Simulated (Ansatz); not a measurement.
# Geometry relaxation of Zn₈H₂₆S₈ (part 3 of 3)

Zn₈H₂₆S₈ (Zn8S8 wurtzite bond disc); RKS PBE-D4/def2-SVP (Ansatz 0.2.0). The run did not end well. The geometry: GFN1-xTB start.

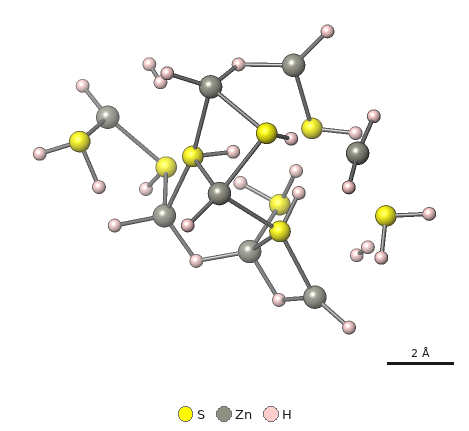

The geometry at step 57 of the log (ball-and-stick view, seen at a tilt).

**Trajectory as extended XYZ, continued**
```
42
Properties=species:S:1:pos:R:3:forces:R:3 step=39 energy=-474288.50593
S    -2.2198   -3.1865   -0.3097   -0.0242  -0.0915  -0.0101
Zn   -4.2820   -2.1249   -0.3582   -0.0437   0.0020   0.0083
S    -4.3113   -0.7970    1.7864   -0.0835  -0.2403   0.1886
S     0.7553   -2.4708   -2.0761   -0.1051  -0.0627   0.0292
Zn   -1.0097   -2.6744    1.8080    0.0322  -0.0189  -0.0022
S    -1.2020   -0.3102    1.3489   -0.0276  -0.0528  -0.0581
Zn   -2.0294    2.1704    1.4925   -0.0122   0.0025  -0.0125
S    -0.3282    0.8284   -1.8957    0.0397   0.0263  -0.2212
Zn    1.5153   -2.3609    0.2351   -0.0027   0.0321  -0.0193
S     2.2265   -0.0862    0.5642    0.1012  -0.0789   0.0980
Zn    0.7499    0.9896    2.3111   -0.0142   0.0174  -0.0400
S     0.2832    2.9554    1.0000   -0.0336   0.0982   0.1752
Zn   -1.7250    2.6931   -1.1974    0.0510   0.0466  -0.0257
Zn    4.1047   -1.6689    0.0983   -0.0168   0.0023   0.0017
S     4.0558    2.1225   -1.0373    0.1702   0.1506  -0.0409
Zn    2.5746    4.4337    0.1388   -0.0020  -0.0045  -0.0100
H    -2.6593   -4.4766   -0.2065    0.0333   0.0950  -0.0026
H    -0.5046   -2.9568   -1.7332    0.1041   0.0264  -0.0288
H    -3.8663   -0.3818   -1.6408    0.0415   0.0171  -0.0056
H    -5.6590   -2.2600   -1.0722    0.0227   0.0068   0.0168
H    -5.5212   -1.3241    2.1962    0.2150   0.0684  -0.0602
H    -3.5665   -1.6981    2.5223   -0.0883   0.1234  -0.1166
H     3.6446   -1.4721   -2.2484    0.1058   0.2673   0.0530
H     0.2565   -1.1306   -2.1124   -0.0023   0.0329  -0.0014
H    -1.6793   -3.2030    3.1298   -0.0191   0.0266  -0.0183
H    -0.8997   -0.2969    0.0133   -0.0055   0.0081   0.0870
H    -2.6206    2.4636    2.9052    0.0132   0.0022  -0.0359
H    -0.0629    1.2456   -3.1715   -0.0152  -0.0488   0.1590
H    -3.1088   -0.2466   -1.5089   -0.0541  -0.0083   0.0191
H     3.1074   -3.0467    0.0412    0.0145   0.0054   0.0152
H     0.6067   -3.1636    1.3320   -0.0424  -0.0028   0.0308
H     1.6589    0.3402   -0.6183   -0.0719   0.0427  -0.0765
H     1.1353    0.7174    3.7936   -0.0066   0.0025  -0.0168
H     0.4941    2.3299   -0.2006    0.0346  -0.0647  -0.1067
H    -2.7423    2.0270   -0.0407   -0.0305  -0.0101   0.0429
H    -1.7971    3.9529   -2.1066   -0.0111   0.0023  -0.0011
H     3.9239   -0.7537   -2.0907   -0.1041  -0.2703  -0.0542
H     5.6034   -1.3183    0.2531    0.0046   0.0064   0.0014
H     4.9045    3.0549   -1.5825   -0.1333  -0.1567   0.0869
H     4.8844    1.8992    0.0221   -0.0335   0.0042  -0.0534
H     3.3949    4.4694    1.4711   -0.0103  -0.0080  -0.0172
H     1.9146    4.7154   -1.2556    0.0104   0.0036   0.0221
42
Properties=species:S:1:pos:R:3:forces:R:3 step=45 energy=-474288.69223
S    -2.3303   -3.1578   -0.4887    0.0058   0.0221  -0.0097
Zn   -4.4553   -2.1703   -0.0691    0.0009  -0.0022   0.0065
S    -4.2760   -1.3070    2.2231   -0.0229  -0.0802   0.0280
S     0.7902   -2.4169   -2.0732   -0.0433   0.0282   0.0009
Zn   -1.0871   -2.5851    1.5308   -0.0150  -0.0140  -0.0030
S    -1.3527   -0.2286    1.1167    0.0437  -0.0229  -0.0422
Zn   -2.1305    2.2891    1.1608    0.0172   0.0347   0.0018
S    -0.0398    0.9682   -2.0555    0.0615   0.0166  -0.0686
Zn    1.4534   -2.2760    0.2625    0.0072  -0.0225   0.0075
S     2.1714   -0.0318    0.6401   -0.0353   0.0135  -0.0038
Zn    0.5367    1.0193    2.2851   -0.0046  -0.0012   0.0232
S     0.2394    3.0315    1.0084   -0.0201  -0.0306  -0.0095
Zn   -1.4751    2.8448   -1.4849    0.0189   0.0050  -0.0153
Zn    4.0451   -1.6205    0.2063   -0.0102   0.0012  -0.0094
S     4.0150    2.0696   -1.1131    0.0450   0.0028  -0.0034
Zn    2.6611    4.3546    0.1962    0.0252   0.0547  -0.0107
H    -2.6649   -4.4680   -0.3132    0.0098   0.0196  -0.0011
H    -0.5007   -2.8503   -1.8120   -0.0004   0.0054   0.0043
H    -4.1008   -0.3437   -1.2395    0.3886   0.1374   0.3088
H    -5.8225   -2.3606   -0.7936    0.0110  -0.0110   0.0180
H    -5.1839   -2.1932    2.7365    0.0315   0.0278  -0.0135
H    -3.1279   -2.1347    2.5634   -0.0179   0.0347  -0.0122
H     3.6529   -1.5051   -2.2092   -0.0150  -0.0516  -0.0059
H     0.3757   -1.0494   -2.2069    0.0240  -0.0208  -0.0003
H    -1.9562   -2.9240    2.8428    0.0141  -0.0101   0.0128
H    -0.8480   -0.1884   -0.1497   -0.0006   0.0117  -0.0008
H    -2.8853    2.5490    2.4977   -0.0137   0.0110  -0.0251
H     0.6753    1.4913   -3.0954   -0.0561  -0.0346   0.1257
H    -3.4879   -0.1374   -0.7698   -0.4098  -0.1472  -0.2785
H     3.0417   -2.9997    0.1875   -0.0053   0.0064  -0.0070
H     0.5229   -3.1248    1.3426    0.0048   0.0171  -0.0217
H     1.5958    0.4144   -0.5556    0.0045  -0.0002  -0.0044
H     0.7919    0.6748    3.7822   -0.0105   0.0014  -0.0119
H     0.5561    2.4007   -0.1747   -0.0072   0.0072   0.0043
H    -2.6232    2.1565   -0.4509    0.0202  -0.0053  -0.0134
H    -1.4760    4.1451   -2.3367    0.0136   0.0040   0.0048
H     3.8658   -0.7785   -2.0456    0.0138   0.0549   0.0080
H     5.5477   -1.2670    0.3170   -0.0037   0.0031   0.0097
H     4.9026    2.9289   -1.6956   -0.0331  -0.0191   0.0126
H     4.8852    1.7515   -0.1151   -0.0089  -0.0055  -0.0106
H     3.4736    4.2861    1.5337   -0.0306  -0.0211  -0.0312
H     2.0245    4.7436   -1.1853    0.0032  -0.0204   0.0364
42
Properties=species:S:1:pos:R:3:forces:R:3 step=51 energy=-474288.76278
S    -2.4132   -3.0247   -0.5585    0.0006   0.0131   0.0247
Zn   -4.5884   -2.3361    0.1580   -0.0066   0.0147   0.0054
S    -4.2968   -1.5537    2.4564    0.0071  -0.0468   0.0020
S     0.7526   -2.3934   -2.1526    0.0004   0.0059   0.0054
Zn   -1.0843   -2.5232    1.4084    0.0122  -0.0057  -0.0240
S    -1.4350   -0.1739    1.0221   -0.0066   0.0096   0.0010
Zn   -2.1891    2.4181    0.8757   -0.0436   0.0127   0.0152
S     0.1991    1.0488   -2.1481   -0.0185  -0.0099  -0.0006
Zn    1.4499   -2.2669    0.1735    0.0038  -0.0139   0.0130
S     2.0900   -0.0302    0.6836    0.0126  -0.0116   0.0197
Zn    0.3966    0.9916    2.3095    0.0000  -0.0073   0.0121
S     0.1959    3.0320    1.0463    0.0054   0.0063  -0.0032
Zn   -1.1933    2.9745   -1.6632   -0.0128   0.0137  -0.0082
Zn    4.0039   -1.5361    0.2136   -0.0029  -0.0011   0.0031
S     4.0089    1.9953   -1.1053    0.0424   0.0024  -0.0128
Zn    2.6654    4.3069    0.1970    0.0617  -0.0032  -0.0430
H    -2.6025   -4.3741   -0.5214   -0.0069  -0.0169  -0.0081
H    -0.5757   -2.6633   -1.8539    0.0008  -0.0012  -0.0034
H    -4.5118   -0.3171   -0.8008    0.1383   0.0074   0.1108
H    -5.9749   -2.7027   -0.4524    0.0159   0.0030   0.0031
H    -5.0177   -2.5854    2.9880    0.0175   0.0310  -0.0105
H    -2.9967   -2.2525    2.6378   -0.0113   0.0035  -0.0040
H     3.6521   -1.4782   -2.1581   -0.0098  -0.0431  -0.0071
H     0.5105   -0.9961   -2.3142   -0.0004  -0.0030  -0.0073
H    -1.8479   -2.8957    2.7860   -0.0095   0.0050   0.0036
H    -0.8326   -0.0617   -0.1971   -0.0032  -0.0069  -0.0036
H    -3.2040    2.7313    2.0196    0.0420  -0.0153  -0.0388
H     1.2437    1.6343   -2.7930    0.0239   0.0120  -0.0069
H    -3.8581   -0.2097   -0.3765   -0.1423  -0.0228  -0.0990
H     3.0474   -2.9520    0.0962   -0.0121   0.0038  -0.0017
H     0.4931   -3.1383    1.2066   -0.0077   0.0121  -0.0078
H     1.5204    0.4348   -0.5197    0.0065   0.0190  -0.0178
H     0.5985    0.6372    3.8124   -0.0046   0.0042  -0.0080
H     0.5613    2.3832   -0.1127    0.0074   0.0022   0.0060
H    -2.4111    2.1814   -0.7965    0.0098   0.0169   0.0157
H    -1.0565    4.3386   -2.3927   -0.0051  -0.0206   0.0102
H     3.8460   -0.7366   -2.0354    0.0094   0.0458   0.0052
H     5.4965   -1.1677    0.3966    0.0002  -0.0006  -0.0003
H     4.9347    2.7973   -1.7101   -0.0313  -0.0183   0.0218
H     4.8839    1.5990   -0.1395   -0.0028  -0.0036  -0.0070
H     3.4988    4.2274    1.5185   -0.0579   0.0129  -0.0049
H     2.0400    4.6377   -1.2041   -0.0220  -0.0055   0.0501
42
Properties=species:S:1:pos:R:3:forces:R:3 step=57 energy=-474288.77275
S    -2.4610   -3.0129   -0.5788   -0.0079  -0.0015  -0.0017
Zn   -4.6176   -2.3793    0.2620    0.0007  -0.0071  -0.0060
S    -4.2474   -1.5786    2.5272   -0.0042   0.0225  -0.0062
S     0.7248   -2.3310   -2.1808   -0.0039  -0.0026  -0.0002
Zn   -1.0821   -2.5233    1.3393   -0.0063   0.0070   0.0109
S    -1.4582   -0.1784    0.9394   -0.0078  -0.0142  -0.0101
Zn   -2.2153    2.4270    0.7971    0.0185  -0.0097  -0.0047
S     0.2935    1.1302   -2.1539   -0.0028  -0.0094  -0.0056
Zn    1.4402   -2.2443    0.1414    0.0034   0.0073  -0.0015
S     2.0866   -0.0236    0.7151    0.0010  -0.0098   0.0049
Zn    0.3131    0.9733    2.3036    0.0114  -0.0010  -0.0070
S     0.1629    3.0308    1.0646    0.0016   0.0147   0.0193
Zn   -1.1363    3.0307   -1.7010   -0.0091  -0.0113   0.0044
Zn    3.9914   -1.5311    0.2219   -0.0012  -0.0003  -0.0026
S     4.1247    1.9552   -1.0085   -0.0073  -0.0127   0.0136
Zn    2.6478    4.2616    0.1203   -0.0047  -0.0034  -0.0035
H    -2.6349   -4.3661   -0.5960    0.0007   0.0079   0.0052
H    -0.6089   -2.5681   -1.8808    0.0055   0.0018  -0.0017
H    -4.6900   -0.3592   -0.6380    0.0462   0.0107   0.0078
H    -6.0045   -2.8046   -0.3076    0.0028   0.0005  -0.0001
H    -4.9307   -2.6088    3.1032   -0.0046  -0.0126   0.0030
H    -2.9167   -2.2696    2.6523    0.0112  -0.0082   0.0040
H     3.6596   -1.4573   -2.1566    0.0021   0.0149   0.0021
H     0.5348   -0.9269   -2.3457   -0.0034   0.0020  -0.0017
H    -1.8046   -2.8734    2.7531    0.0009   0.0012  -0.0063
H    -0.8291   -0.0605   -0.2661   -0.0030   0.0023   0.0160
H    -3.2585    2.6956    1.9176   -0.0137   0.0079   0.0164
H     1.3647    1.7447   -2.7257    0.0077   0.0031  -0.0025
H    -3.9844   -0.2377   -0.3233   -0.0434  -0.0088  -0.0112
H     3.0280   -2.9395    0.0560    0.0008   0.0007  -0.0031
H     0.4855   -3.1442    1.1480    0.0024  -0.0067   0.0007
H     1.5590    0.4738   -0.4957    0.0001   0.0020   0.0015
H     0.4727    0.5879    3.8035    0.0010   0.0020  -0.0023
H     0.5562    2.3870   -0.0880    0.0006  -0.0079  -0.0101
H    -2.3696    2.2081   -0.8756    0.0025   0.0095  -0.0157
H    -1.0300    4.4044   -2.4122   -0.0037   0.0083   0.0021
H     3.8570   -0.7148   -2.0320   -0.0023  -0.0136  -0.0003
H     5.4888   -1.1894    0.4209   -0.0003  -0.0010   0.0026
H     5.0617    2.7387   -1.6151    0.0123   0.0101  -0.0065
H     5.0078    1.5045   -0.0733   -0.0044   0.0028  -0.0050
H     3.4144    4.3757    1.4765   -0.0173   0.0131  -0.0351
H     2.0045    4.3934   -1.3079    0.0178  -0.0106   0.0359
42
Properties=species:S:1:pos:R:3:forces:R:3 step=64 energy=-474288.78438
S    -2.4631   -2.9884   -0.6069   -0.0027  -0.0068   0.0035
Zn   -4.6234   -2.3557    0.2268    0.0009  -0.0032  -0.0001
S    -4.2571   -1.5881    2.5013   -0.0068   0.0171  -0.0001
S     0.7211   -2.3282   -2.2014   -0.0054  -0.0045  -0.0033
Zn   -1.0903   -2.5271    1.3216   -0.0046   0.0014   0.0017
S    -1.4397   -0.1737    0.9785   -0.0072  -0.0005   0.0101
Zn   -2.1740    2.4461    0.8805    0.0089  -0.0071  -0.0137
S     0.2701    1.1278   -2.1431   -0.0174  -0.0063   0.0044
Zn    1.4330   -2.2850    0.1210    0.0005   0.0043  -0.0024
S     2.0926   -0.0769    0.7290    0.0019  -0.0076  -0.0055
Zn    0.3546    0.9354    2.3424   -0.0039  -0.0064  -0.0105
S     0.2312    2.9901    1.0868    0.0054   0.0162   0.0005
Zn   -1.1359    3.0385   -1.6423    0.0068  -0.0085  -0.0019
Zn    3.9891   -1.5867    0.2066    0.0011   0.0049  -0.0034
S     4.1509    1.9578   -0.8641    0.0022  -0.0143   0.0201
Zn    2.5270    4.2947   -0.0973    0.0220   0.0200  -0.0006
H    -2.6362   -4.3415   -0.6225   -0.0012   0.0064  -0.0007
H    -0.6148   -2.5584   -1.9041    0.0075   0.0018  -0.0031
H    -4.6381   -0.3352   -0.6873    0.0236   0.0093   0.0111
H    -6.0054   -2.7658   -0.3641    0.0007   0.0026  -0.0007
H    -4.9538   -2.6196    3.0594   -0.0015  -0.0077   0.0005
H    -2.9266   -2.2929    2.6277    0.0050  -0.0052  -0.0038
H     3.6564   -1.4171   -2.1558    0.0037   0.0113   0.0024
H     0.5396   -0.9207   -2.3459    0.0016  -0.0003   0.0013
H    -1.8287   -2.8952    2.7261    0.0064   0.0001  -0.0067
H    -0.8097   -0.0183   -0.2246    0.0002   0.0013   0.0154
H    -3.1741    2.7400    2.0341   -0.0081   0.0019   0.0104
H     1.3739    1.7949   -2.5820    0.0106   0.0109   0.0009
H    -3.9549   -0.2135   -0.3283   -0.0234  -0.0059  -0.0109
H     3.0161   -2.9850    0.0131   -0.0015  -0.0015   0.0013
H     0.4665   -3.1774    1.1242    0.0044  -0.0040   0.0006
H     1.5584    0.4341   -0.4696    0.0068  -0.0107   0.0106
H     0.5410    0.5641    3.8424   -0.0017   0.0013  -0.0028
H     0.5496    2.2995   -0.0636   -0.0001  -0.0047  -0.0078
H    -2.3635    2.2310   -0.7885   -0.0009   0.0003   0.0024
H    -1.0638    4.4234   -2.3367   -0.0044   0.0096  -0.0006
H     3.8626   -0.6837   -1.9958   -0.0039  -0.0110  -0.0011
H     5.4879   -1.2660    0.4267    0.0013   0.0000   0.0035
H     5.0703    2.7473   -1.4900    0.0080   0.0105  -0.0064
H     5.0654    1.4952    0.0367   -0.0040   0.0029  -0.0089
H     3.2667    4.8509    1.1587   -0.0217  -0.0143  -0.0206
H     1.9290    4.0292   -1.5298   -0.0091  -0.0036   0.0151
42
Properties=species:S:1:pos:R:3:forces:R:3 step=70 energy=-474288.78871 accepted=F
S    -2.4437   -2.8834   -0.6886    0.0135  -0.0075   0.0086
Zn   -4.5953   -2.2062    0.1288   -0.0071   0.0176   0.0100
S    -4.2551   -1.6012    2.4623   -0.0092  -0.0480  -0.0094
S     0.7921   -2.3373   -2.2244    0.0048   0.0077   0.0042
Zn   -1.0885   -2.5576    1.2844   -0.0008   0.0067  -0.0109
S    -1.3990   -0.1810    1.1004    0.0290   0.0236   0.0013
Zn   -2.1672    2.4257    1.0223   -0.0303   0.0044   0.0337
S     0.1747    1.0920   -2.1145    0.2169   0.2048   0.0092
Zn    1.4635   -2.3593    0.1121   -0.0016  -0.0069  -0.0052
S     2.1209   -0.1617    0.7703   -0.0105   0.0202   0.0198
Zn    0.4100    0.9474    2.3776    0.0131  -0.0090   0.0359
S     0.2735    2.9492    1.0127    0.0280  -0.0327  -0.0642
Zn   -1.2830    2.9440   -1.5493   -0.0402  -0.0258   0.0251
Zn    4.0253   -1.6501    0.2227    0.0116  -0.0023   0.0133
S     4.1927    1.9383   -0.7456    0.1530   0.0095   0.1117
Zn    2.3597    4.2053   -0.4378    0.0829   0.0117   0.0522
H    -2.6693   -4.2277   -0.7358    0.0023   0.0017  -0.0045
H    -0.5515   -2.5462   -1.9512   -0.0035   0.0000   0.0005
H    -4.5287   -0.1482   -0.6653   -0.0256  -0.0117  -0.0140
H    -5.9822   -2.5179   -0.5115    0.0107  -0.0017   0.0067
H    -4.9896   -2.6553    2.9275    0.0189   0.0313  -0.0063
H    -2.9498   -2.3483    2.5643   -0.0127  -0.0002   0.0075
H     3.7223   -1.4050   -2.1198   -0.0045  -0.0096   0.0029
H     0.6214   -0.9270   -2.3257   -0.0065   0.0030   0.0037
H    -1.8594   -2.9921    2.6504   -0.0061  -0.0039   0.0028
H    -0.8068    0.0502   -0.1184    0.0039   0.0037  -0.0443
H    -3.0461    2.7669    2.2646    0.0290  -0.0115  -0.0387
H     1.2373    2.0013   -2.2077   -0.1828  -0.1626   0.0010
H    -3.8499   -0.0672   -0.2906    0.0187   0.0037   0.0144
H     3.0483   -3.0491    0.0059   -0.0073   0.0029  -0.0037
H     0.4555   -3.2495    1.0761   -0.0065   0.0130  -0.0023
H     1.5976    0.3396   -0.4208   -0.0257   0.0170  -0.0182
H     0.6783    0.6882    3.8907   -0.0001   0.0054  -0.0304
H     0.4505    2.1314   -0.0959   -0.0195   0.0187   0.0444
H    -2.4927    2.1798   -0.6198    0.0168   0.0174  -0.0055
H    -1.2249    4.3544   -2.2046    0.0081  -0.0118   0.0014
H     3.9077   -0.6764   -1.9197    0.0100   0.0049  -0.0007
H     5.5226   -1.3576    0.4907   -0.0105  -0.0042  -0.0069
H     5.0583    2.7414   -1.4348   -0.0415  -0.0376   0.0383
H     5.1281    1.6484    0.2134   -0.0865   0.0195  -0.1135
H     2.9849    5.1742    0.6345   -0.1038  -0.1195  -0.1542
H     1.9573    3.5278   -1.8301   -0.0288   0.0584   0.0840
```

**What the run reported**

- outcome: not converged
- wall time: 5.4 min (CPU time 8.3 min)
- peak memory: 1.2 GiB

**What went wrong**

The run did not converge: “geometry relaxation did not converge after 70 steps: max|allowed force component| = 1.38e-1 eV/Å (threshold 3.0e-2). Raise `relax.max_steps` over both its present limit and 70, loosen `relax.f_tol`, or start from a geometry closer to equilibrium …” Its last values are not results.
